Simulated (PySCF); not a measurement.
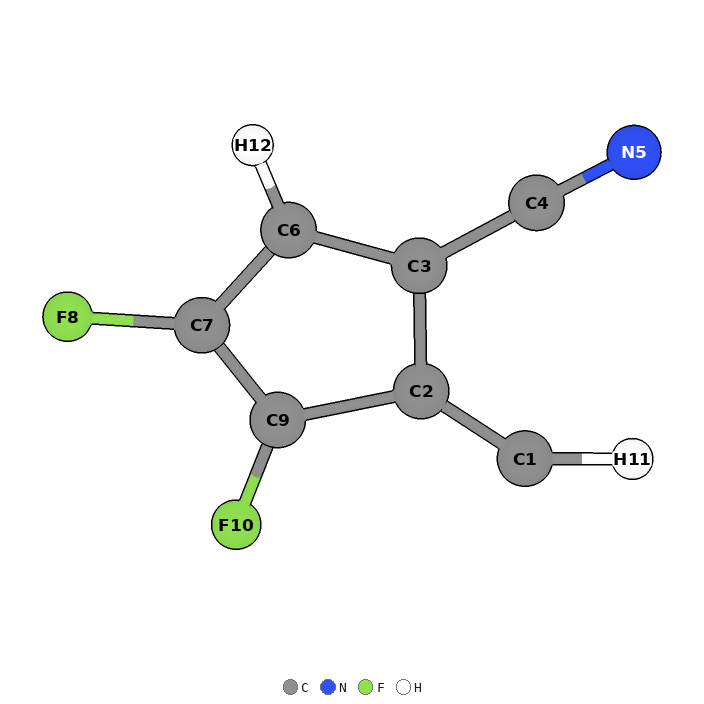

The species is neutral and a spin doublet. The computed structure is the end point of a GFN2-xTB optimisation. No frequency run is at hand to confirm it as a minimum. Method: UKS B3LYP, pcH-1 on C F H N, non-relativistic (PySCF 2.14.0). Fermi-contact and spin-dipolar terms alone, no spin-orbit part.

Question: Which nucleus has the largest dipolar (anisotropic) hyperfine coupling?

Answer: 13C at C1: principal values −88.4, −60.2, 148.6 MHz.

List the isotropic and dipolar parts for the most strongly coupled nuclei, one of each equivalent set.

```
atom  isotope  a_iso (MHz)   dipolar part (MHz)
  C1      13C        299.5  −88.4, −60.2, 148.6
 H11       1H         15.1    −34.4, −8.6, 43.0
  F8      19F          0.1     −22.9, 6.3, 16.7
  C2      13C        −19.1     −18.6, 1.6, 16.9
  C3      13C         85.6     −8.9, −5.7, 14.7
  C9      13C         52.6      −6.1, −2.4, 8.5
  C6      13C         −0.2       −7.4, 2.3, 5.1
  C7      13C         −2.7       −6.1, 2.5, 3.6
```
